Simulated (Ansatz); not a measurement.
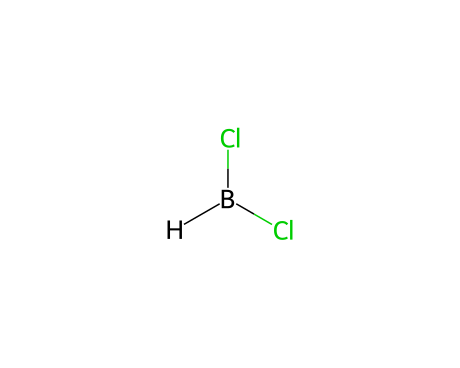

Structural formula above. The computed structure is the end point of a PBE0-D4/def2-TZVP optimisation.

What does the molecule look like in three dimensions?

Formula BCl₂H. SMILES: `ClBCl`. Among its groups: B–H bond. The point group is C2v. All atoms lie on one plane. Coordination: 1 B trigonal planar.

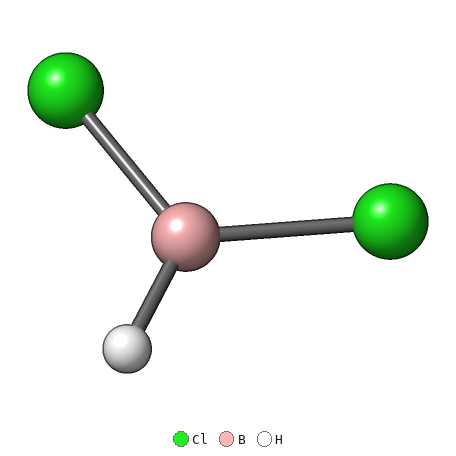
